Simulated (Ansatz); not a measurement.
# SiPH4 (SMILES [SiH2]P): methods side by side

The species is SiPH4 (6 atoms), meant as a doublet with charge 0. SMILES: `[SiH2]P`. The coordinates come from a GFN2-xTB relaxation. This is one conformer, not always the lowest.

```xyz
6

Si    0.1270   -0.9861   -0.1047
P    -0.3387    1.1700    0.1422
H    -0.3006   -1.7247    1.0879
H    -0.5793   -1.5143   -1.2763
H     0.4347    1.6172   -0.9153
H     0.6569    1.4380    1.0661
```

Quantity: the energy change with the Si1–H3 bond stretched from 1.467 to 1.833 Å, in eV. The values are calculated.

```tsv
level	kind	program	value (eV)	less FCI/STO-3G	CPU time (all runs)
UBLYP/STO-3G	GGA	Ansatz	0.95	-0.13	2.9 s
U-r2SCAN/STO-3G	meta-GGA	Ansatz	1.09	+0.01	6.8 s
UB3LYP/STO-3G	global hybrid	Ansatz	1.08	0.00	3.1 s
UPBE0/STO-3G	global hybrid	Ansatz	1.14	+0.06	3.1 s
UBCCD(T)/STO-3G	coupled cluster or CI	Ansatz	1.08	0.00	0.5 s
UCCSD(T)/STO-3G	coupled cluster or CI	Ansatz	1.08	0.00	0.44 s
UCCSDT(Q)/STO-3G	coupled cluster or CI	Ansatz	1.08	0.00	1.6 s
UCCSDT/STO-3G	coupled cluster or CI	Ansatz	1.08	0.00	1.3 s
FCI/STO-3G	exact in the basis	Ansatz	1.08	0.00	6.9 s
```

FCI/STO-3G is exact within its basis and frozen core, so for wave-function methods in that basis the difference is their error; functionals converge differently with the basis, so for them it is only a difference. The first shape isn't each level's own minimum. The values span 0.95 to 1.14 eV. All rows use very small basis sets, so even the best lies far from the true value. Times are those of the runs behind each value, whatever else they computed, on shared processors of several kinds: orders of magnitude only.

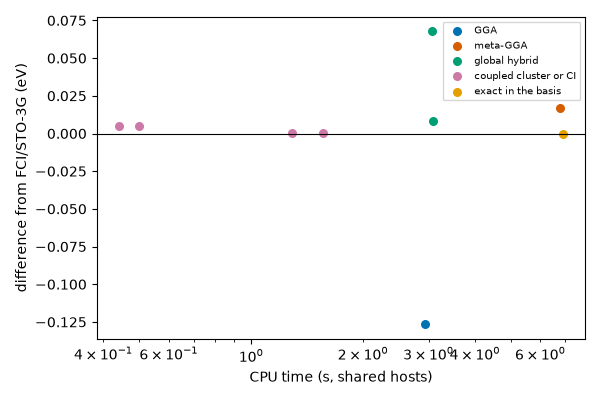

Difference from FCI/STO-3G against processor time, one point a level.
